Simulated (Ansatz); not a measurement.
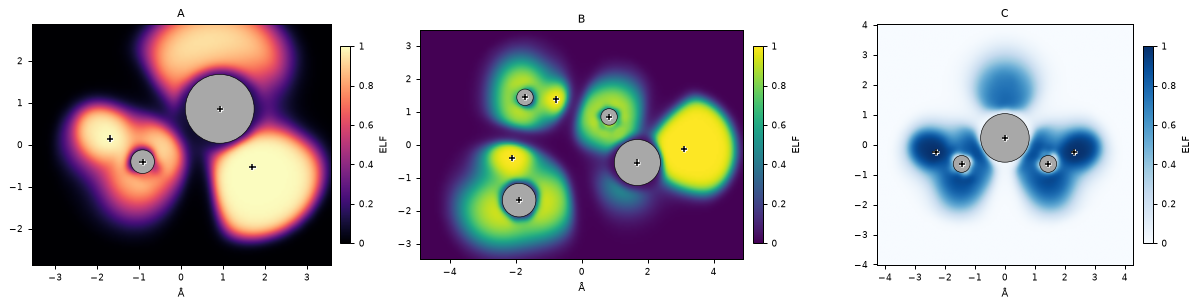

The electron localisation function of 3 systems, each on a plane through atoms (crosses mark nuclei in the plane; grey discs cover the cores).

All numbers below come from Ansatz, RKS PBE0-D4/def2-TZVPP.

System 1: GeH$_{4}$O, the plane of atoms O2, Ge1 and H4. The product side of a reaction path; geometry: PBE0-D4/def2-TZVP.

```yaml
atoms:
  - { symbol: Ge, position_ang: [0.3985, 0.7954, -1.0016] }
  - { symbol: O, position_ang: [-0.6508, -0.8557, 0.0660] }
  - { symbol: H, position_ang: [-0.5270, -0.6898, 1.0063] }
  - { symbol: H, position_ang: [-0.5023, 1.7562, -0.1032] }
  - { symbol: H, position_ang: [1.4998, 0.6872, 0.1608] }
  - { symbol: H, position_ang: [-0.2183, -1.6934, -0.1284] }
```

System 2: AlFH$_{4}$O$_{2}$, the plane of atoms O3, Al1 and O4. A transition-state structure; geometry: PBE0-D4/def2-TZVP.

```xyz
8

Al   -0.1861   -0.1237   -0.1881
H     1.2576   -0.8393    0.2858
O    -0.2549    0.5773   -1.7183
O    -1.6138   -0.7297    0.4693
H     1.2845    0.2682    0.9552
F     0.6971    1.0989    1.0811
H     0.4930    0.9403   -2.1859
H    -1.6773   -1.1921    1.3009
```

System 3: FH$_{3}$Si···HCl···HF, the plane of atoms H4, Si1 and F7. The product side of a reaction path; geometry: PBE0-D4/def2-TZVP.

```xyz
9

Si   -0.7341    1.2443   -0.5090
Cl    2.1978   -1.1008   -0.7686
H    -0.7080    0.5263   -1.7988
H    -1.8710    2.1889   -0.4368
H     0.5463    1.9136   -0.2051
H    -0.2874   -1.2539    1.3208
F    -1.0015    0.1437    0.6593
H     1.5931   -1.6816    0.2156
F     0.2649   -1.9804    1.5229
```

Question: Which map belongs to which system?

Answer: Panel A is system 1, GeH$_{4}$O: the plane holds Ge, O and H. Ge–O (2.23 Å): the ELF peaks at about 0.90 in the valence shell of O, 0.6 Å from its nucleus, and is about 0.25 at the midpoint. Panel B is system 3, FH$_{3}$Si···HCl···HF: the plane holds Si, Cl, H and F. F7···H6 (1.70 Å): the ELF dips to about 0.10 between them; by its geometry a hydrogen bond between the two molecules, with no shared pair. Panel C is system 2, AlFH$_{4}$O$_{2}$: the plane holds Al, O and H. Al–O (1.68 Å): the ELF peaks at about 0.90 in the valence shell of O, 0.6 Å from its nucleus, and is about 0.45 at the midpoint.
